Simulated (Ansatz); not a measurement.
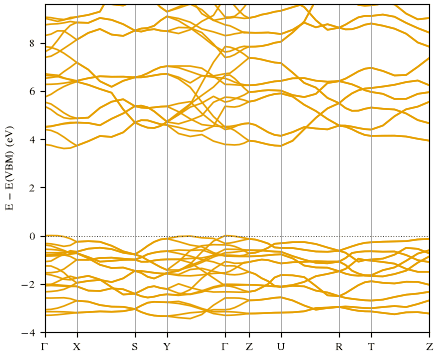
Fig. 1. Band structure from the program Ansatz at the r²SCAN+D4 level (PAW)

Problem. Read off the gap and where the band edges lie.

Solution. About 3.6 eV (3.61 eV by a search for the band edges); maximum on the Γ–X line, 27 % of the way from Γ, minimum on the Γ–X line, 66 % of the way from Γ.

The material is HPbBrO in space group Pnma (No. 62; H on 4c, Pb on 4c, Br on 4c, O on 4c).

The workflow started from a Materials Project entry (that database holds measured and hypothetical structures alike); the Crystallography Open Database copy checked does not list it. Whether it is the stable phase at ambient conditions was not checked. The cell was relaxed with r²SCAN+D4 under the symmetry of its start; of distortions, only those at the zone centre were tested. Spin–orbit coupling is left out wherever it is not named.

Potentials: the later of the program's two PAW sets.
